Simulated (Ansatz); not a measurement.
**NiS2 (R-3m): fixed-spin-moment curve from a Python script**

Wanted for NiS2 (R-3m): a fixed-spin-moment curve.

Program: Ansatz 0.2.0, driven from Python. Level of theory: DFT PBEsol, plane waves, PAW. These are calculated values, not measurements.

**1. Starting point**

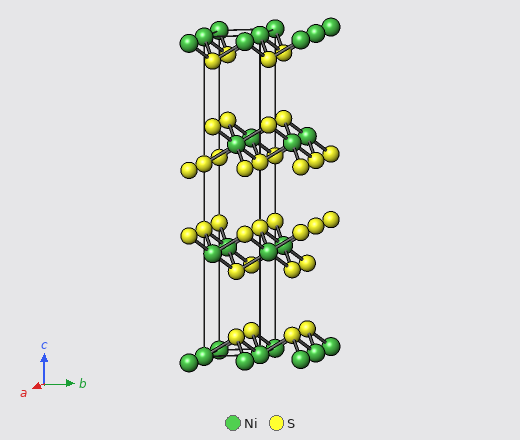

The structure that the script starts from, seen slightly off an axis (nickel green, sulfur yellow). 2×2×1 cells are drawn. The cell is the conventional one. Atoms on cell faces are repeated.

The script holds or builds the structure itself.

**2. The code**

File nis2.py:

```python
# -*- coding: utf-8 -*-
import warnings

import ansatz
import numpy as np
from tabulate import tabulate


def main():
    warnings.simplefilter("ignore", ansatz.DeckWarning)

    vectors = np.array([
        [1.656736, 0.956517, 6.14582],
        [-1.656736, 0.956517, 6.14582],
        [0.0, -1.913033, 6.14582],
    ])
    crystal = (
        ansatz.Lattice.of(vectors)
        .atom("Ni", (0.0, 0.0, 0.0))
        .atom("S", (0.602662, 0.602662, 0.602662))
        .atom("S", (0.397338, 0.397338, 0.397338))
    )

    calculation = (
        crystal.calculation()
        .functional("pbesol")
        .basis(320)
        .kpoints(6, center="gamma")
        .occupations("Methfessel-Paxton", width=0.15)
        .scf(extra_bands=16)
    )
    rows = []
    for total in [0.0, 0.3, 0.6, 0.9, 1.2, 1.5, 1.8]:
        rep = calculation.spin("collinear", total=total, lock="hard").run(threads=1, backend="cpu").report
        up, down = rep["spin_fermi_energies_ev"]
        rows.append((total, rep["free_energy_ev"], up - down, rep["absolute_magnetization_mub"]))
    reference = rows[0][1]
    rows = [(m, 1000 * (e - reference), split, size) for m, e, split, size in rows]
    print(tabulate(rows, headers=["total muB", "F - F(0) meV", "EF up - down eV", "absolute muB"], floatfmt=".4f", tablefmt="github"))
    best = min(rows, key=lambda row: row[1])
    print(f"lowest at {best[0]} muB per cell, {best[1]:.1f} meV against the first point")


if __name__ == "__main__":
    main()
```

**3. The calls as engine input**

The package turns the script's settings into the engine's input (first run):

```yaml
crystal:
  lattice:
    - [1.656736, 0.956517, 6.14582]
    - [-1.656736, 0.956517, 6.14582]
    - [0.0, -1.913033, 6.14582]
  atoms:
    - { symbol: Ni, position: [0.0, 0.0, 0.0] }
    - { symbol: S, position: [0.602662, 0.602662, 0.602662] }
    - { symbol: S, position: [0.397338, 0.397338, 0.397338] }
basis:
  ecutwfc: 320.0
kpoints:
  mp_grid:
    grid: [6, 6, 6]
    shift: [0.0, 0.0, 0.0]
hamiltonian:
  xc: pbesol
magnetization:
  spin_polarized: true
  initial_magnetization: 0.0
  spin_locking:
    lock_magnetization: hard
scf:
  n_extra_bands: 16
  occupations:
    method: methfessel_paxton
    width: 0.15
```

**4. The run**

Command:

```sh
> python nis2.py
```

Output:

```text
RunWarning: this spin-polarised run has no starting moment large enough to seed its density, and nothing else in its deck makes the two spin channels differ, so an SCF from that start keeps the magnetisation at zero until it first converges, unless a state found ahead of a linear-response series gives it moments (lr_reference_state). Behind a single point's SCF or a chain's scf step, and behind the single point that a walk or a batch makes first, from which its own SCFs then go on, or that a relaxation makes of its relaxed geometry, scf.lower_state_search: standard or full (behind the one that displaced cells, or strained cells with clamped ions and elastic.basis: reselect, set out from, [...]
RunWarning: on these k-points the computed levels leave a gap of 0.5498 eV at the electron count (spin ↑), 3.7 widths of the methfessel_paxton smearing (0.1500 eV); against the step filling of these same bands (every level under the gap full, every level over it empty) smearing changes F+E_penalty+E_count by +0.089 meV and its σ→0 estimate by -0.107 meV through this channel's levels; at least one of the two is larger in size than the energy tolerance (0.100 meV). If the cell is an insulator that change is an error of the smearing: set scf.occupations.method: fixed, or narrow scf.occupations.width until neither of the two is larger in size than the energy tolerance (either can grow at first [...]
|   total muB |   F - F(0) meV |   EF up - down eV |   absolute muB |
|-------------|----------------|-------------------|----------------|
|      0.0000 |         0.0000 |            0.0000 |         0.0000 |
|      0.3000 |        93.9190 |            0.7970 |         0.3017 |
|      0.6000 |       221.0378 |            0.8833 |         0.6015 |
|      0.9000 |       359.3534 |            0.9780 |         0.9015 |
|      1.2000 |       524.6515 |            1.2421 |         1.2017 |
|      1.5000 |       719.6200 |            1.3454 |         1.5018 |
|      1.8000 |       928.1121 |            1.4506 |         1.8014 |
lowest at 0.0 muB per cell, 0.0 meV against the first point
```

(Warnings from the package without file and line, shortened, repeats left out.)

Run time: 39 s. Hardware: 1 thread of Arm Neoverse V1, shared host; peak memory 0.42 GiB.

**5. Inputs of later runs**

The engine's inputs for some of the other runs:

Run 2, against run 1:

```diff
@@ -20 +20 @@
-  initial_magnetization: 0.0
+  initial_magnetization: 0.3
```

Run 4, against run 1:

```diff
@@ -20 +20 @@
-  initial_magnetization: 0.0
+  initial_magnetization: 0.9
```

Run 6, against run 1:

```diff
@@ -20 +20 @@
-  initial_magnetization: 0.0
+  initial_magnetization: 1.5
```

Lines on the test bed's own set-up are left out of the output.

A comment line of the script is reworded here; the code is as run.

**6. Run by run**

The 7 runs, in the order started:

```tsv
run	total moment held (μB)	energy from run 1 (meV/atom)	moment (μB/cell)	SCF cycles	CPU time (s)
1	0.0	0.00	0.00	10	2.9
2	0.3	31.31	0.30	16	5.9
3	0.6	73.68	0.60	16	5.6
4	0.9	119.78	0.90	17	6
5	1.2	174.88	1.20	15	5.3
6	1.5	239.87	1.50	17	6
7	1.8	309.37	1.80	17	6.1
```

Energies are free energies F = E - TS of the smeared occupations. 

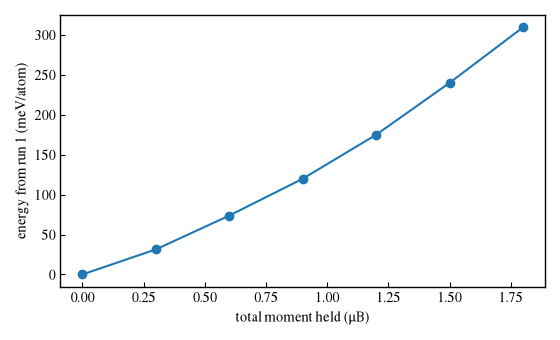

Energy against total moment held; lines join the points.

**7. Outcome**

| quantity | value |
| --- | --- |
| runs compared | 7 |
| range of energy | 309.37 meV/atom |
| lowest point, total moment held (μB) | 0.0 |

What this shows: Runs 1, 2, 3, 4, 5, 6, 7: each has a cutoff under the recommended one, so what rests on them isn't a property of the system. The lowest point lies at 0 μB a cell, the first of the scan; at 1.8 μB the energy is 928 meV above the lowest. What to keep in mind:
- The cutoff lies under the one recommended for these potentials.
- With one magnetic atom the cell can hold only ferromagnetic order.
- This cell is a computed structure, which may not be the phase found in nature.
- Only points where the Fermi levels of the two spins meet (minima, maxima and zero moment) are free solutions; a shallow minimum can lie between the points.
